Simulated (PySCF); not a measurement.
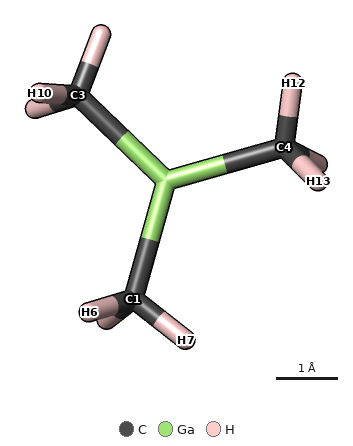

The input geometry (stick view, seen at a tilt; atoms are numbered from 1 in the order of the input). Sticks mark near contacts. Bond lengths as drawn: C–Ga 2.02 to 2.03 Å and C–H 1.08 to 1.14 Å.

C₃H₉Ga: geometry relaxation

The run: geometry relaxation of C₃H₉Ga (trimethylgallium), SMILES [CH3][Ga]([CH3])[CH3]. Method and program: PBE0-D3(BJ)/def2-SVP geometry optimisation, gas phase (PySCF 2.14.0).

**The program's output**
```
step   0  E = -2043.85733125  max force = 0.019899
step   1  E = -2043.86133776  max force = 0.004904
step   2  E = -2043.86155856  max force = 0.001467
step   3  E = -2043.86167173  max force = 0.000977
step   4  E = -2043.86171141  max force = 0.000864
step   5  E = -2043.86172534  max force = 0.000437
optimisation converged
```

**Trajectory as extended XYZ (Å, eV, eV/Å), 6 frames, from step=0 to step=5**
```
13
Properties=species:S:1:pos:R:3:forces:R:3 step=0 energy=-55616.19081
C    -0.6615    1.8807    0.2648   -0.3486  -0.2943  -0.4274
Ga   -0.0106   -0.0223    0.0832    0.2438   0.0346  -0.0023
C     1.9808   -0.3819    0.2632   -0.2120   0.8411   0.3054
C    -1.2902   -1.5387   -0.2808   -1.0233   0.9012   0.8273
H    -0.3079    2.5225   -0.5666    0.1251  -0.2013   0.1050
H    -0.3425    2.3658    1.1923    0.2562  -0.0043   0.2390
H    -1.7644    1.9553    0.2423    0.0980  -0.1655   0.0019
H     2.5929    0.2839   -0.3896   -0.3369  -0.1950   0.2050
H     2.2556   -1.4074    0.0432    0.0301  -0.5723  -0.2197
H     2.3344   -0.1896    1.3052   -0.2672   0.0396  -0.3543
H    -1.7188   -1.4904   -1.2907    0.1554   0.0697  -0.2736
H    -0.8495   -2.5198   -0.1417    0.2939  -0.4592   0.0469
H    -2.2123   -1.4751    0.3861    0.9853   0.0056  -0.4533
13
Properties=species:S:1:pos:R:3:forces:R:3 step=1 energy=-55616.29983
C    -0.6521    1.7832    0.2228   -0.0386   0.2160   0.0643
Ga    0.0300   -0.0587    0.0733   -0.0301   0.0476  -0.0408
C     1.9709   -0.3569    0.2248    0.1118  -0.2322   0.0228
C    -1.3080   -1.4753   -0.2019    0.0561  -0.2522  -0.0123
H    -0.2946    2.4050   -0.6153    0.0477  -0.0062  -0.0043
H    -0.2967    2.2723    1.1468    0.0305  -0.0311  -0.0481
H    -1.7506    1.8337    0.2216   -0.0365  -0.0439  -0.0059
H     2.5187    0.3043   -0.4644    0.0134   0.0330  -0.0260
H     2.2759   -1.3987    0.0224   -0.0557   0.1256   0.0058
H     2.3156   -0.1025    1.2419   -0.0284   0.0250  -0.0055
H    -1.7689   -1.3994   -1.2032    0.0588   0.0325   0.0464
H    -0.9171   -2.5008   -0.0826   -0.0455   0.1248  -0.0284
H    -2.1193   -1.3227    0.5261   -0.0833  -0.0389   0.0319
13
Properties=species:S:1:pos:R:3:forces:R:3 step=2 energy=-55616.30584
C    -0.6506    1.7999    0.2236   -0.0189   0.0530  -0.0022
Ga    0.0223   -0.0551    0.0756   -0.0724   0.0645  -0.0093
C     1.9661   -0.3586    0.2252    0.0376  -0.0572  -0.0083
C    -1.3077   -1.4894   -0.1984    0.0123  -0.0363   0.0754
H    -0.2841    2.4151   -0.6160    0.0154  -0.0201  -0.0021
H    -0.2850    2.2850    1.1442    0.0178  -0.0220  -0.0033
H    -1.7499    1.8541    0.2235    0.0118  -0.0160  -0.0030
H     2.5140    0.3028   -0.4661   -0.0058   0.0032   0.0045
H     2.2657   -1.3977    0.0227   -0.0143   0.0075  -0.0046
H     2.3085   -0.1006    1.2418   -0.0153   0.0129   0.0006
H    -1.7590   -1.4086   -1.2014    0.0136   0.0269  -0.0150
H    -0.9064   -2.5075   -0.0877    0.0174   0.0122  -0.0062
H    -2.1299   -1.3558    0.5252    0.0009  -0.0285  -0.0264
13
Properties=species:S:1:pos:R:3:forces:R:3 step=3 energy=-55616.30892
C    -0.6506    1.8150    0.2230    0.0125  -0.0334  -0.0287
Ga    0.0104   -0.0462    0.0806   -0.0461   0.0379   0.0161
C     1.9546   -0.3614    0.2253   -0.0166   0.0453  -0.0205
C    -1.3018   -1.4982   -0.1916   -0.0066   0.0460   0.0503
H    -0.2744    2.4194   -0.6200   -0.0084  -0.0098  -0.0007
H    -0.2732    2.2948    1.1407   -0.0016  -0.0023   0.0147
H    -1.7494    1.8750    0.2240    0.0175   0.0133   0.0013
H     2.5036    0.2977   -0.4677   -0.0007  -0.0094   0.0124
H     2.2450   -1.4013    0.0227    0.0090  -0.0412  -0.0020
H     2.2959   -0.1006    1.2414    0.0045  -0.0039   0.0041
H    -1.7424   -1.4117   -1.1988   -0.0110   0.0029  -0.0247
H    -0.8795   -2.5072   -0.0912    0.0349  -0.0343   0.0006
H    -2.1344   -1.3917    0.5241    0.0127  -0.0111  -0.0226
13
Properties=species:S:1:pos:R:3:forces:R:3 step=4 energy=-55616.31000
C    -0.6507    1.8241    0.2215    0.0207  -0.0444  -0.0175
Ga    0.0008   -0.0392    0.0854   -0.0153   0.0096   0.0169
C     1.9450   -0.3617    0.2257   -0.0273   0.0419  -0.0130
C    -1.2968   -1.5035   -0.1872   -0.0016   0.0358   0.0047
H    -0.2691    2.4209   -0.6242   -0.0089   0.0012  -0.0020
H    -0.2673    2.3016    1.1380   -0.0077   0.0061   0.0086
H    -1.7485    1.8922    0.2233    0.0027   0.0185   0.0021
H     2.4966    0.2942   -0.4679    0.0044  -0.0075   0.0062
H     2.2288   -1.4040    0.0235    0.0079  -0.0229   0.0025
H     2.2881   -0.1016    1.2415    0.0100  -0.0094   0.0030
H    -1.7322   -1.4163   -1.1973   -0.0097  -0.0096  -0.0069
H    -0.8557   -2.5058   -0.0931    0.0177  -0.0166   0.0018
H    -2.1354   -1.4173    0.5231    0.0072  -0.0027  -0.0064
13
Properties=species:S:1:pos:R:3:forces:R:3 step=5 energy=-55616.31038
C    -0.6516    1.8282    0.2199    0.0095  -0.0225  -0.0033
Ga   -0.0044   -0.0353    0.0884   -0.0004  -0.0008   0.0071
C     1.9395   -0.3608    0.2265   -0.0144   0.0158  -0.0010
C    -1.2929   -1.5062   -0.1855    0.0023   0.0103  -0.0163
H    -0.2679    2.4215   -0.6272   -0.0028   0.0035  -0.0017
H    -0.2669    2.3062    1.1358   -0.0045   0.0063   0.0007
H    -1.7489    1.9029    0.2216   -0.0027   0.0093   0.0005
H     2.4939    0.2926   -0.4669    0.0039  -0.0026   0.0012
H     2.2195   -1.4048    0.0245    0.0019  -0.0034   0.0019
H     2.2852   -0.1034    1.2422    0.0068  -0.0057   0.0009
H    -1.7276   -1.4223   -1.1967   -0.0038  -0.0090   0.0037
H    -0.8402   -2.5041   -0.0931    0.0030  -0.0012   0.0025
H    -2.1336   -1.4310    0.5229    0.0013  -0.0001   0.0037
```

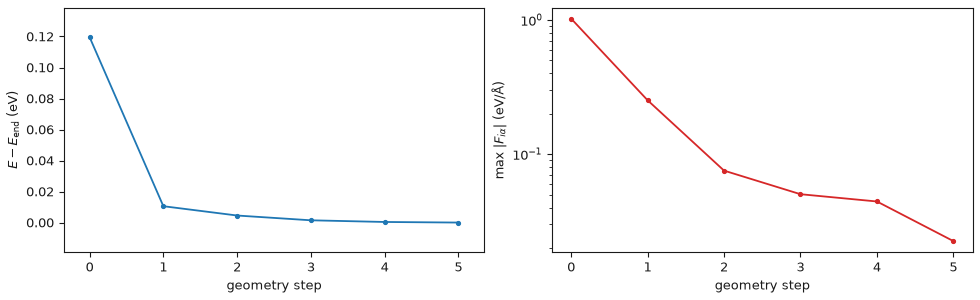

Progress of the relaxation, step by step (steps are counted from 0).

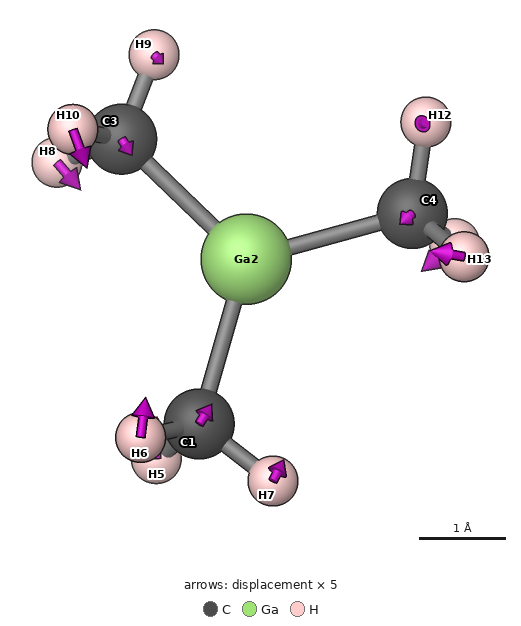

The starting structure with the displacements as pink arrows, magnified 5 times (ball-and-stick view, seen at a tilt). The two geometries are laid on each other by the best rigid fit. Over 5 geometry steps the energy falls by 0.120 eV. Largest force component: 1 eV/Å at the start, 0.022 eV/Å at the end. The largest moves after the best rigid fit, 0.10 Å, are those of H5, H10 and H11. Largest moves by element: H 0.10 Å, C 0.06 Å, Ga 0.02 Å. Among the contacts that change: Ga2–C3 2.032 → 1.976 Å, Ga2–C4 2.017 → 1.975 Å, C1–Ga2 2.019 → 1.977 Å, C4–H13 1.140 → 1.102 Å. Among the angles that change: H11–C4–H13 102.7° → 106.5°, Ga2–C4–H11 112.4° → 109.1°, Ga2–C1–H6 113.6° → 110.5°. (Atoms are counted from 1 in the order of the input.)

This output came from the following input.

**Input file**
```
{"job": {"xc": "PBE0", "basis": "def2-SVP", "d3": "d3bj", "grid": 1, "shake": 0.01, "kind": "geom"}, "charge": 0, "multiplicity": 1}
C     -0.661550     1.880710     0.264840
Ga    -0.010650    -0.022270     0.083230
C      1.980830    -0.381880     0.263230
C     -1.290250    -1.538710    -0.280760
H     -0.307940     2.522500    -0.566570
H     -0.342540     2.365820     1.192300
H     -1.764420     1.955270     0.242300
H      2.592890     0.283950    -0.389590
H      2.255640    -1.407400     0.043240
H      2.334390    -0.189560     1.305210
H     -1.718770    -1.490440    -1.290660
H     -0.849500    -2.519820    -0.141750
H     -2.212320    -1.475060     0.386060
```

The first line tells a small driver script what to run in PySCF; the rest is the geometry in Å.

Launch command:
```bash
OMP_NUM_THREADS=1 python <driver script> task.json out
```

**Results in brief**

- outcome: converged
- total energy: −2043.861725 hartree
- dipole moment: 0.03 D
- point group: C1
- hardware: 1 CPU thread, shared host
- wall time: 25 s
- peak memory: 0.51 GiB
